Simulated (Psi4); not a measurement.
# wB97X/def2-TZVPP (core potential) run of SnF2 (SMILES [F][Sn][F])

Aim: the vertical singlet–triplet gap of SnF2 at wB97X/def2-TZVPP (core potential), from 2 runs. 

The results are computed with Psi4 1.11.

## 1. The molecule

SnF2 has 3 atoms, charge 0, and is taken as a singlet. As SMILES, `[F][Sn][F]`. The shape comes from GFN2-xTB, which is rough for such elements, and wasn't checked as a minimum.

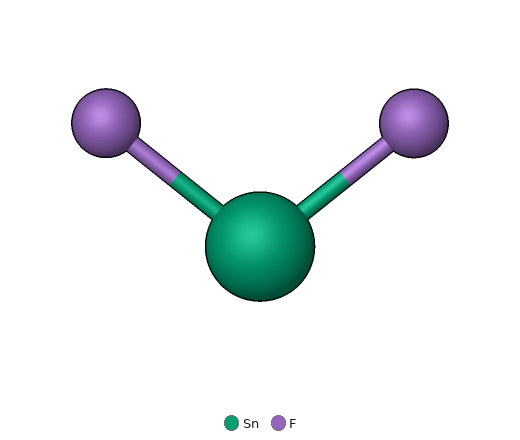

The structure, seen from a chosen angle (tin teal, fluorine purple).

## 2. A single-point energy at wB97X/def2-TZVPP (core potential)

Contents of job.dat:

```
memory 1600 mb

molecule mol {
  0 1
  Sn     0.005290    -0.007560    -0.865150
  F      1.618310    -0.021230     0.443060
  F     -1.623610     0.028790     0.422090
  units angstrom
  symmetry c1
  no_reorient
  no_com
}

set globals {
  basis def2-TZVPP
  puream true
  e_convergence 1e-09
  d_convergence 1e-08
  scf_type pk
  dft_radial_points 99
  dft_spherical_points 590
}

e_tot, wfn = energy('wb97x', return_wfn=True)
```

Launch:

```sh
$ psi4 job.dat job.out -n 1
```

job.out:

```text
[...]
    !!!  WARNING: ECP capability is in beta. Please check occupations closely.  !!!
[...]
  Running in c1 symmetry.
[...]
  Nuclear repulsion =  114.128845380918179
[...]
  Multiplicity = 1
[...]
  Nalpha       = 20
  Nbeta        = 20
[...]
    Number of basis functions: 112
[...]
 WARNING: Atomic UHF is not converging! Try casting from a smaller basis or call Rob at CCMST.
   -------------------------
[...]
   @RKS iter   1:  -413.92629140286556   -1.93698e+00   7.33025e-03 ADIIS/DIIS
[...]
   @RKS iter  12:  -414.15616440872918   -2.62048e-11   7.51343e-09 DIIS
[...]
    Orbital Energies [Eh]
    ---------------------
    Doubly Occupied:
       1A    -24.674690     2A    -24.674599     3A     -5.262696
       4A     -3.616374     5A     -3.607808     6A     -3.607105
       7A     -1.239647     8A     -1.233401     9A     -1.196851
      10A     -1.196228    11A     -1.191096    12A     -1.183597
      13A     -1.164467    14A     -0.609700    15A     -0.505733
      16A     -0.484470    17A     -0.483766    18A     -0.471050
      19A     -0.466568    20A     -0.412989
[...]
  @RKS Final Energy:  -414.15616440872918
   => Energetics <=
    Nuclear Repulsion Energy =            114.1288453809181789
    One-Electron Energy =                -883.7883180699416243
    Two-Electron Energy =                 383.2400467900808962
    DFT Exchange-Correlation Energy =     -27.7367385097866261
    Empirical Dispersion Energy =           0.0000000000000000
    VV10 Nonlocal Energy =                  0.0000000000000000
    Total Energy =                       -414.1561644087291825
[...]
 Multipole Moments:
 ------------------------------------------------------------------------------------
     Multipole            Electronic (a.u.)      Nuclear  (a.u.)        Total (a.u.)
 ------------------------------------------------------------------------------------
 L = 1.  Multiply by 2.5417464519 to convert [e a0] to [Debye]
 Dipole X            :         -0.1194593            0.1297864            0.0103271
 Dipole Y            :          0.1700926           -0.1857223           -0.0156297
 Dipole Z            :         19.4639243          -21.2536552           -1.7897309
 Magnitude           :                                                    1.7898290
[...]
```

Run time: 25 s. Hardware: 1 thread of Intel Xeon Platinum 8259CL at 2.50GHz (Skylake/Cascade Lake), shared host; peak memory 0.77 GiB.

## 3. The triplet at the same level

Contents of input.json:

```json
{
  "schema_name": "qcschema_input",
  "schema_version": 1,
  "molecule": {
    "schema_name": "qcschema_molecule",
    "schema_version": 2,
    "symbols": ["Sn", "F", "F"],
    "geometry": [0.00999665, -0.01428633, -1.63489656, 3.05816268, -0.04011889, 0.83726206, -3.06817823, 0.05440522, 0.7976345],
    "molecular_charge": 0,
    "molecular_multiplicity": 3,
    "fix_symmetry": "c1"
  },
  "driver": "energy",
  "model": {
    "method": "wb97x",
    "basis": "def2-TZVPP"
  },
  "keywords": {
    "reference": "uks",
    "puream": true,
    "e_convergence": 1e-09,
    "d_convergence": 1e-08,
    "scf_type": "pk",
    "dft_radial_points": 99,
    "dft_spherical_points": 590,
    "maxiter": 200
  }
}
```

Launch:

```sh
$ psi4 --qcschema input.json -n 1 --memory 1600MB
```

stdout:

```text
[...]
    !!!  WARNING: ECP capability is in beta. Please check occupations closely.  !!!
[...]
  Running in c1 symmetry.
[...]
  Nuclear repulsion =  114.128845446963709
[...]
  Multiplicity = 3
[...]
  Nalpha       = 21
  Nbeta        = 19
[...]
    Number of basis functions: 112
[...]
 WARNING: Atomic UHF is not converging! Try casting from a smaller basis or call Rob at CCMST.
   -------------------------
[...]
   @UKS iter   1:  -413.83416418684868   -1.70159e+00   6.21581e-03 DIIS/ADIIS
[...]
   @UKS iter  15:  -414.01382781190648   -1.46656e-11   9.88471e-09 DIIS
[...]
   @S^2 Observed:                2.014185547E+00
[...]
    Orbital Energies [Eh]
    ---------------------
    Alpha Occupied:
       1A    -24.727388     2A    -24.727382     3A     -5.269405
       4A     -3.620203     5A     -3.617086     6A     -3.613457
       7A     -1.280967     8A     -1.275872     9A     -1.203896
      10A     -1.200005    11A     -1.197676    12A     -1.191274
      13A     -1.189057    14A     -0.649130    15A     -0.564113
      16A     -0.525770    17A     -0.525310    18A     -0.516461
      19A     -0.509366    20A     -0.468525    21A     -0.279022
    Alpha Virtual:
      22A      0.016728    23A      0.019027    24A      0.151600
      25A      0.165047    26A      0.187454    27A      0.239891
[...]
  @UKS Final Energy:  -414.01382781190648
   => Energetics <=
    Nuclear Repulsion Energy =            114.1288454469637088
    One-Electron Energy =                -882.8488394330802294
    Two-Electron Energy =                 382.3883283421420174
    DFT Exchange-Correlation Energy =     -27.6821621679320202
    Empirical Dispersion Energy =           0.0000000000000000
    VV10 Nonlocal Energy =                  0.0000000000000000
    Total Energy =                       -414.0138278119064807
[...]
 Multipole Moments:
 ------------------------------------------------------------------------------------
     Multipole            Electronic (a.u.)      Nuclear  (a.u.)        Total (a.u.)
 ------------------------------------------------------------------------------------
 L = 1.  Multiply by 2.5417464519 to convert [e a0] to [Debye]
 Dipole X            :         -0.1375603            0.1284166           -0.0091436
 Dipole Y            :        -22.0252542           20.5376904           -1.4875638
 Dipole Z            :         -0.0000000           -0.0000000           -0.0000000
 Magnitude           :                                                    1.4875919
[...]
```

The result, in JSON:

```text
{
 "driver": "energy",
 "model": {
  "method": "wb97x",
  "basis": "def2-TZVPP"
 },
 "success": true,
 "return_result": -414.0138278119065,
 "properties": {
  "calcinfo_nbasis": 112,
  "calcinfo_nmo": 112,
  "calcinfo_nalpha": 21,
  "calcinfo_nbeta": 19,
  "calcinfo_natom": 3,
  "nuclear_repulsion_energy": 114.12884544696371,
  "return_energy": -414.0138278119065,
  "scf_one_electron_energy": -882.8488394330802,
  "scf_two_electron_energy": 382.388328342142,
  "scf_xc_energy": -27.68216216793202,
  "scf_dipole_moment": [-0.009143627564345058, -1.48756375288567, -4.313707508498949e-08],
  "scf_total_energy": -414.0138278119065,
  "scf_iterations": 15
 }
}
```

Wall time 35 s (1 thread of Intel Xeon Platinum 8259CL at 2.50GHz (Skylake/Cascade Lake), shared host); peak memory 0.76 GiB.

## 4. Results

Level: wB97X/def2-TZVPP (core potential).

```
                                        quantity          value
                           singlet: total energy  -414.15616 Eh
                          singlet: dipole moment         4.55 D
                            singlet: HOMO energy      -11.24 eV
                            singlet: LUMO energy       -1.38 eV
                          singlet: HOMO–LUMO gap        9.86 eV
                           triplet: total energy  -414.01383 Eh
                          triplet: dipole moment         3.78 D
     triplet: HOMO energy (highest over α and β)       -7.59 eV
      triplet: LUMO energy (lowest over α and β)       -5.40 eV
                                   triplet: ⟨S²⟩          2.014
vertical energy of the triplet above the singlet       3.873 eV
```

At this shape the triplet lies 3.87 eV (374 kJ/mol) above the singlet.
